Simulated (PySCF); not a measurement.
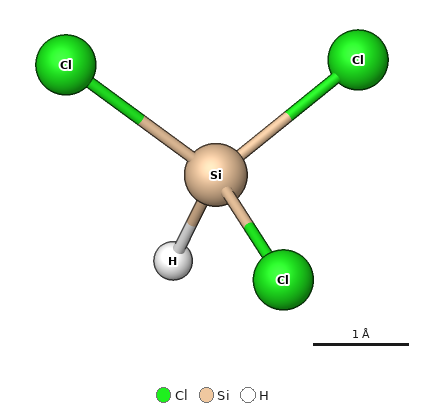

Figure 1. The input geometry (ball-and-stick view, seen at a tilt). Bond lengths as drawn: Cl–Si 2.06 Å and H–Si 1.47 Å.

## Frequency calculation, with input and output: SiHCl3

System: SiHCl3 (Trichlorosilane).
Method: B3LYP/pcSseg-1 displacements along normal modes, gas phase (PySCF 2.14.0).

The input sets isotopic masses.

The input
```
{"job": {"xc": "B3LYP", "basis": "pcSseg-1", "grid": 2, "temperatures": [200, 298.15], "kind": "vib", "mass_numbers": [35, 28, 35, 35, 1]}, "charge": 0, "multiplicity": 1}
Cl    -1.414151    -1.348227    -0.499761
Si     0.013451     0.002502     0.102423
Cl    -0.497051     1.881215    -0.557199
Cl     1.837243    -0.529589    -0.682221
H      0.094997     0.005509     1.568017
```

The first line tells a small driver script what to run in PySCF; the rest is the geometry in Å.

Hardware: 1 CPU thread, shared host.

Launch command:
```bash
OMP_NUM_THREADS=1 python <driver script> task.json out
```

Output
```
mode    cm-1    km/mol   phi_rrr   E(+)/cm-1  E(-)/cm-1
  1    171.22     2.79       2.4      30.90      30.79
  2    171.48     2.75      -9.9      30.55      31.22
  3    247.96    11.17      -1.6      44.58      44.69
  4    480.43    34.32     -44.9      84.87      88.10
  5    582.01   152.01      27.5     105.90     103.85
  6    582.34   151.78      74.6     107.59     102.28
  7    811.41   157.63      21.1     148.22     146.73
  8    811.59   157.57      28.7     148.70     146.24
  9   2334.40    63.37    1273.9     469.05     377.55
```

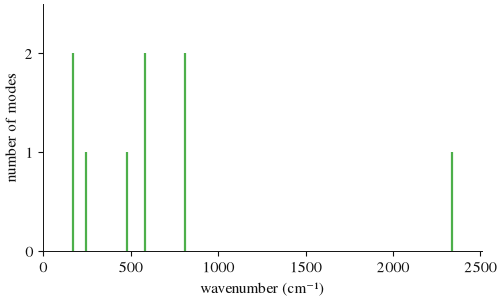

Figure 2. Harmonic vibrational wavenumbers from the force constants; neighbouring modes closer than 10 cm⁻¹ are counted in one stick. 9 modes from 171 to 2334 cm⁻¹, none imaginary.

Key numbers

- outcome: converged
- wavenumbers, lowest and highest: 171 and 2334 cm⁻¹
- wall time: 1.7 min
- peak memory: 0.52 GiB
